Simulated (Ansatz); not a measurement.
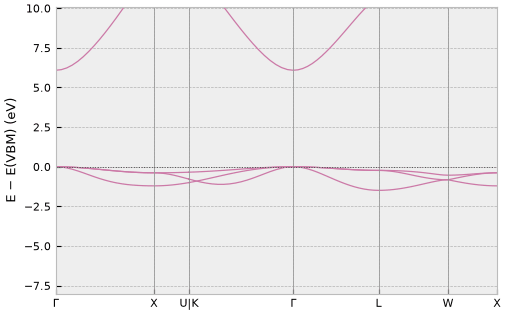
*Band structure from plane-wave PAW PBE (Ansatz code)*

Q: Read off the gap and where the band edges lie.

A: About 6.1 eV (6.09 eV by a search for the band edges); maximum at Γ, minimum at Γ.

The material is NaF (rock salt, Fm-3m).

Symmetry was held in the PBE relaxation; phonons on a q-mesh show no instability.

Potentials: the later of the program's two PAW sets.
